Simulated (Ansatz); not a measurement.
F₂PSi₂ (SMILES F[Si]#P=[Si-]F) (charge −1)

```xyz
5

F     0.0094   -0.5252    3.2256
F    -1.2914    3.6330   -0.7645
P    -0.1384    2.0230    1.5556
Si   -0.8833   -0.0145    1.8628
Si   -1.5339    2.0654   -0.1331
```

Geometry: PBE0-D3(BJ)/def2-SVPD.

Computed with isolated molecule in a Gaussian basis; Kohn-Sham density functional theory, functional PBE0 in Ansatz 0.2.0.

> Predict the electron density and electron localisation function between the atoms.

Si–F (1.71 Å): the density is about 0.9 e/Å³ at the midpoint; the ELF peaks at about 0.85 in the valence shell of F, 0.5 Å from its nucleus, and is about 0.50 at the midpoint.
Si–P (2.19 Å): ρ at the midpoint is about 0.75 e/Å³, with its minimum of 0.68 e/Å³ about 0.8 Å from Si; the ELF peaks at about 0.90 between the atoms; a covalent bond.

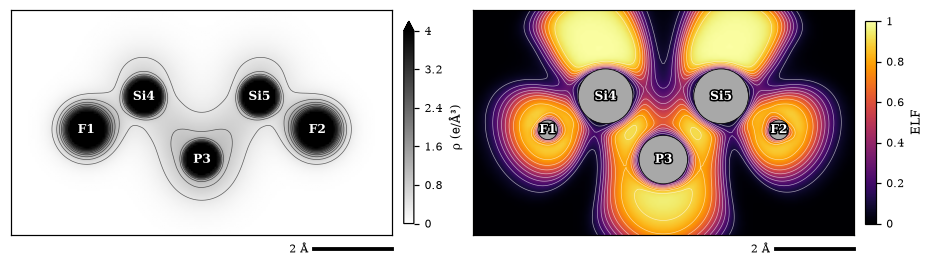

Computed electron density and electron localisation function on the molecular plane, in this order. Grey discs cover the atomic cores in the ELF map. 
